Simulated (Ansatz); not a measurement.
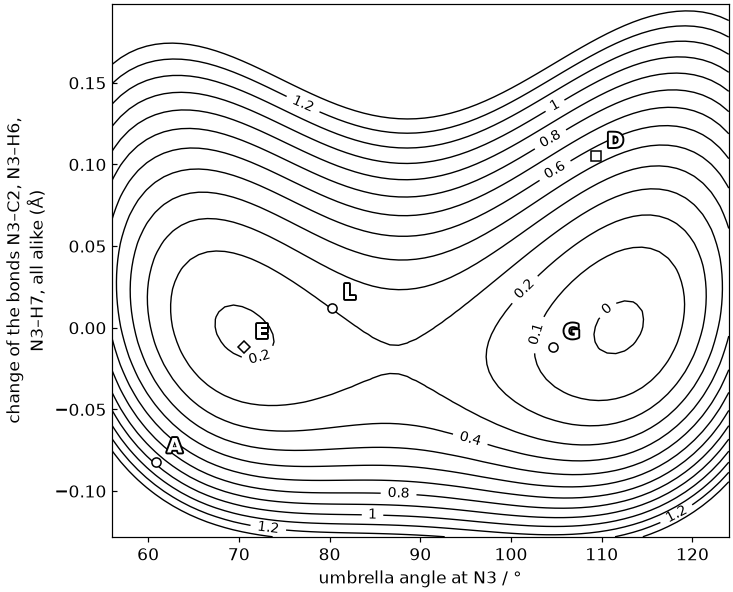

C₂H₄N, SMILES [CH-]=CN, charge −1. 
- Coordinates scanned: (1) umbrella angle at N3 (between each of its bonds and their common axis; 90 is planar); (2) change of the bonds N3–C2, N3–H6, N3–H7, all alike.
- Nothing is relaxed (all other coordinates rigid).
- The scan uses a 15 × 15 grid.
- Points are written as (first, second).
- Energies: eV, counted from the lowest grid point.
- These are results of RHF-MP2, frozen core/def2-TZVPD (Ansatz), not measurements.

Drawn: contour lines labelled in eV (none above 1.3), lettered points. Between grid points the surface is interpolated.

### Is D the lowest point of the computed grid?

No. D lies 0.54 eV above the lowest grid point, which is at (114.3°, 0.012 Å).

### What kind of point is each of A, D, E, G, L: minimum, saddle, maximum or slope?

A: on a slope; D: on a slope; E: minimum; G: on a slope; L: on a slope. (In these two coordinates alone; a stationary point may lie a little off the grid point.)
